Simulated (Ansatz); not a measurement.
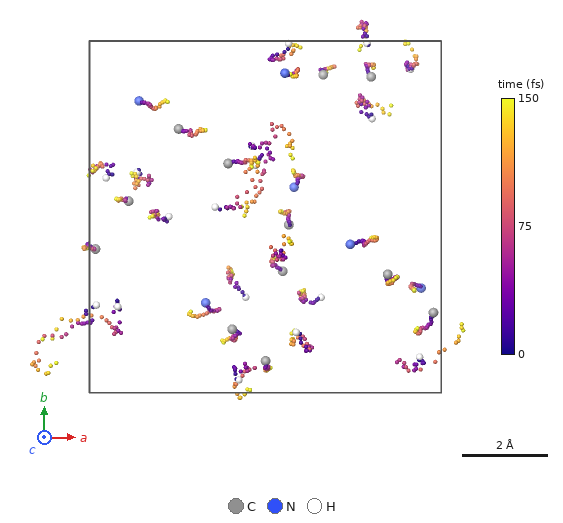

First-principles dynamics of a periodic cell with 6 CH3CN at 0.712 g/cm³, 150 fs long. Dots mark each atom's position at evenly spaced times, coloured by time; spheres stand at the starting positions. Seen along the c axis in the simulation cell.

All numbers below come from Ansatz, DFT PBE-D3(BJ), scalar-relativistic, plane waves, PAW. Settings: plane-wave cutoff 420 eV; k-point mesh 1 × 1 × 1; Fermi-Dirac smearing 0.02 eV; low-accuracy preset; Langevin thermostat (NVT); set temperature 400 K; time step 0.5 fs; friction 0.02 per fs.

How do the atoms move?

Answer. Root-mean-square distances from the starting positions over the second half, with the common drift of all atoms taken out: H 0.96 Å, N 0.48 Å, C 0.43 Å. The heavy atoms stay within a fraction of a molecule's size of their starting places, while the hydrogen atoms travel further, as molecules turn; so short a run doesn't tell a liquid from a solid.

Limits of the set-up: the program's low-accuracy preset was used; the periodic images lie only 8.3 Å apart, so the values are limited by the cell's size.

The run took 5 min on 1 thread of AMD EPYC 9B45 (Zen 5) (shared host), peak memory 0.57 GiB.
